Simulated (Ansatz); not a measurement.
## GaBH$_{4}$O: single-point calculation

The run: single-point calculation of GaBH$_{4}$O, SMILES [BH2][GaH][OH]. Method and program: RKS PBE0-D4/def2-TZVPP (Ansatz 0.2.0).

The geometry comes from this level: PBE0-D4/def2-TZVP.

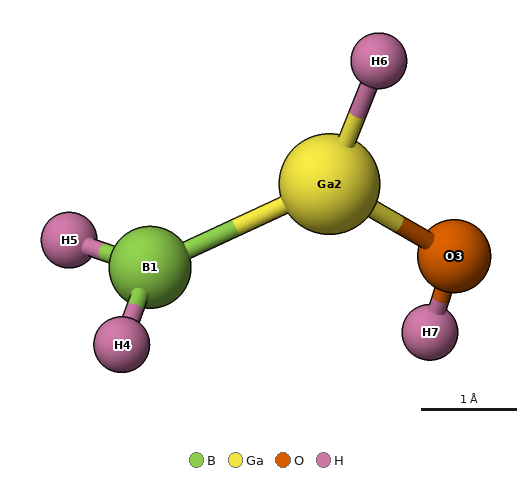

*The structure as given in the input (ball-and-stick view, seen at a tilt; atoms are numbered from 1 in the order of the input). Sticks mark near contacts.*

### Input
```yaml
crystal:
  periodic: [false, false, false]
  atoms:
    - {symbol: B, position_ang: [-1.372810, 0.018298, 0.020404]}
    - {symbol: Ga, position_ang: [0.638609, 0.008523, 0.559121]}
    - {symbol: O, position_ang: [1.905214, -0.084042, -0.714503]}
    - {symbol: H, position_ang: [-2.005094, -0.993007, -0.084312]}
    - {symbol: H, position_ang: [-1.965789, 1.035751, -0.195563]}
    - {symbol: H, position_ang: [1.293709, 0.071991, 1.980129]}
    - {symbol: H, position_ang: [1.567460, -0.125515, -1.610878]}
basis:
  gaussian: {orbitals: def2-TZVPP}
hamiltonian: {xc: pbe0, dispersion: d4}
output: {orbitals: {seedname: orbitals}}
```

Run on 2 threads of Arm Neoverse V2, 23 GiB of memory available, shared host.

Launch command:
```bash
ansatz run in.yaml --threads 2 --pin off --events-out ev --progress --plain --max-ram 4352MiB
```

### What the program printed
```
Functional definition: PBE0
  name "PBE0"
  cite "Adamo & Barone, J. Chem. Phys. 110, 6158 (1999) doi:10.1063/1.478522"
  cite "Perdew, Burke & Ernzerhof, Phys. Rev. Lett. 77, 3865 (1996) doi:10.1103/PhysRevLett.77.3865"
  parent pbe
  parameter a = 0.25
  parameter kappa = 0.804
  parameter beta = 0.06672455060314922
  exchange = (1 - a)*pbe_x(kappa = kappa, mu = beta*pi^2/3) + a*exact_x
  correlation = pbe_c(beta = beta)
969 factors; their error is unknown
mean field evaluation 1: about -55150.3562 eV, gradient 6.2e1 eV
mean field evaluation 2: about -55111.8505 eV, gradient 1.4e2 eV
mean field evaluation 4: about -55156.5285 eV, gradient 9.9e0 eV
mean field evaluation 8: about -55156.6584 eV, gradient 1.1e-1 eV
mean field evaluation 16: about -55156.8459 eV, gradient 1.6e-5 eV
mean field -55156.84592615 eV, -2026.9767011332 hartree, gradient 1.6e-5 eV, S^2 0.000000; 0 other end points of the search recorded, 0 dependent functions left out
reference -55156.84595852 eV, -2026.9767023226 hartree; 24, 24 occupied and 142, 142 virtual orbitals, 969 factors
Total energy: -55156.93038990 eV, -2026.9798051185 hartree
```

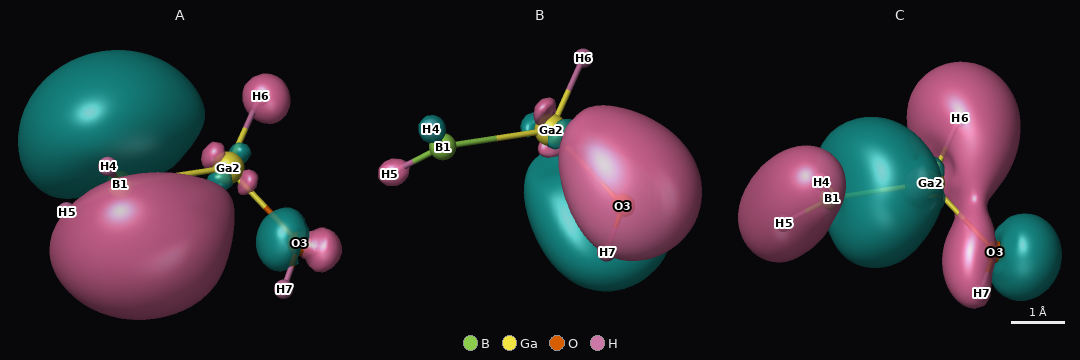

*Three frontier orbitals at ±0.08 Å⁻³ᐟ² (teal and pink are the two phases).*

B is the HOMO−1 (−8.74 eV). C is the HOMO (−7.64 eV). Its weight (Hirshfeld) is mainly on B1 (30 %), Ga2 (30 %), H6 (15 %) and O3 (15 %). A is the LUMO (−2.59 eV). It lies mainly on B1 (65 %) and Ga2 (15 %). The HOMO–LUMO gap is 5.05 eV between the orbital energies.

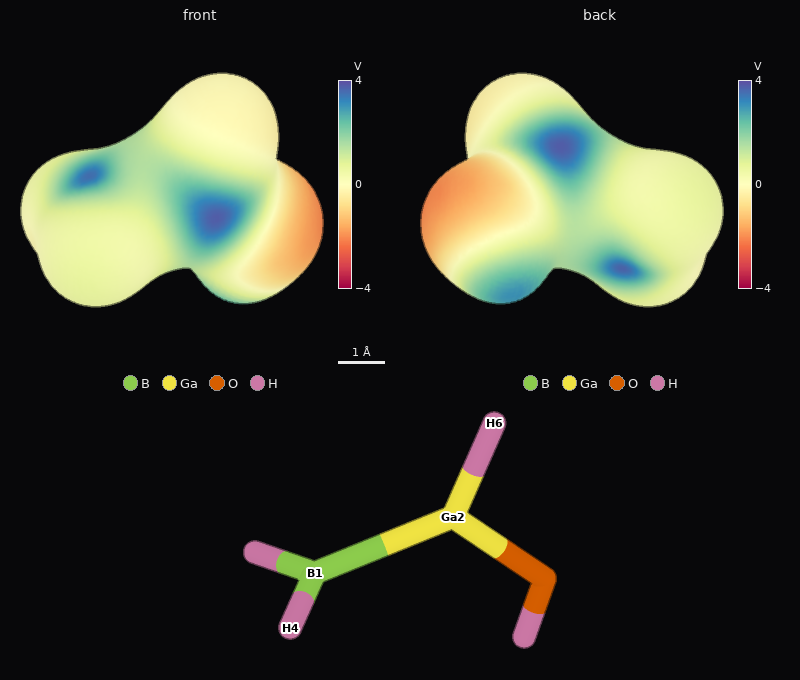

*The molecular electrostatic potential painted on the density surface at 0.004 e/bohr³, seen at a tilt and from behind; red is negative and blue positive. The bare structure is drawn below in the same view.*

A positive charge is drawn to the negative regions and a negative charge to the positive ones.

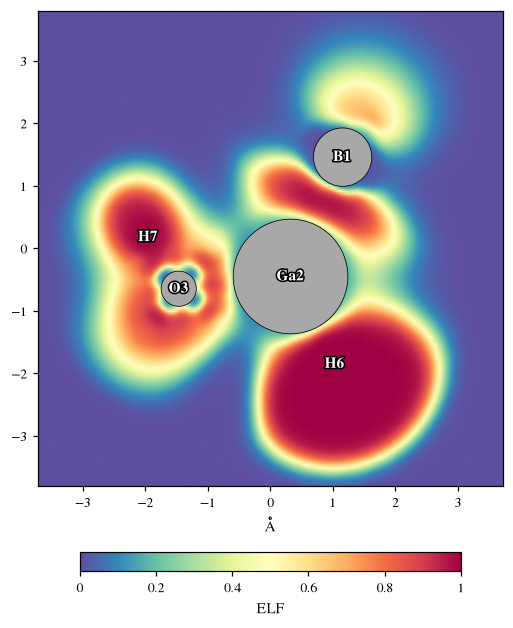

*Electron localisation function on the plane of atoms Ga2, O3 and H7. Grey discs, where drawn, cover atomic cores.*

The plane passes through B, Ga, O and H nuclei. Ga–O (1.80 Å): the ELF peaks at about 0.90 in the valence shell of O, 0.5 Å from its nucleus, and is about 0.25 at the midpoint. Ga–B (2.08 Å): the ELF peaks at about 0.95 in the valence shell of B, 0.8 Å from its nucleus, and is about 0.75 at the midpoint. O–H (0.96 Å): the ELF climbs to about 1 towards the hydrogen, as it does in any bond to H; a covalent bond by its length. Ga–H (1.57 Å): the ELF climbs to about 1 towards the hydrogen.

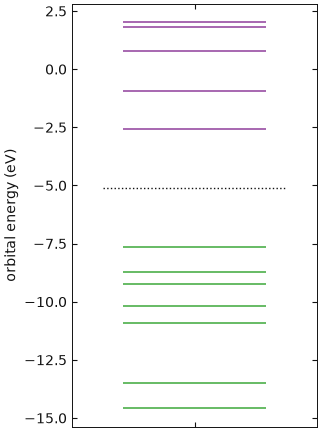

*Orbital energies near the frontier; the dotted line parts filled from empty levels, and levels within 0.02 eV of each other stand side by side.*

Highest filled −7.64 eV, lowest empty −2.59 eV, 5.05 eV apart.

### Results in brief

- outcome: converged
- total energy: −55156.9304 eV
- mean-field energy: −55156.8460 eV
- dispersion energy: −0.0844 eV
- SCF solution under orbital rotations: stable
- HOMO: −7.64 eV
- LUMO: −2.59 eV
- wall time: 1.9 s (CPU time 3.6 s)
- peak memory: 0.31 GiB
